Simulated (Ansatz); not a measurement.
The figure comes from a scan of BaTiO3 (space group R3m): one O atom of a 5-atom cell moves by u along (1.00, 0.00, 0.00) and v along (0.00, 0.00, 1.00). Method: r2SCAN (plane waves to 500 eV, PAW, scalar-relativistic; Ansatz, a program for electronic structure). k mesh 7×7×7 (Γ-centred), Fermi-Dirac smearing 0.05 eV. The energy includes the smearing's −TS. Points where atoms come too close for the PAW data are left out (x in tables, blank in figures). BaTiO3 is run without spin polarisation. BaTiO3 was relaxed with its symmetry unable to fall. This is one of several known forms of BaTiO3; the measured ambient cells at hand have space group No. 99. ΔE is measured from the undisplaced structure. Axes are in Å.

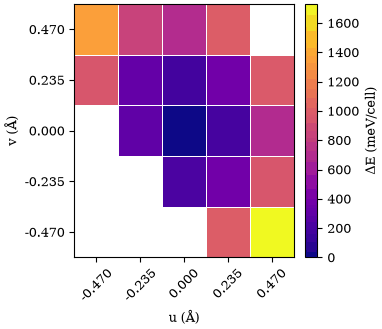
Fig. 1. ΔE (meV/cell), one tile a computed point.

Question: Turn the plot into a table (rounded to what can be read).

Answer: To the nearest 200:

ΔE (meV/cell), with u across and v down:

```csv
v \ u,-0.470,-0.235,0.000,0.235,0.470
-0.470,x,x,x,1000,1800
-0.235,x,x,200,400,1000
0.000,x,200,0,200,600
0.235,1000,400,200,400,1000
0.470,1400,800,800,1000,x
```

(For displaced atoms, the force is minus the slope of the energy, and its curvature is a force constant, which sets phonon frequencies.)
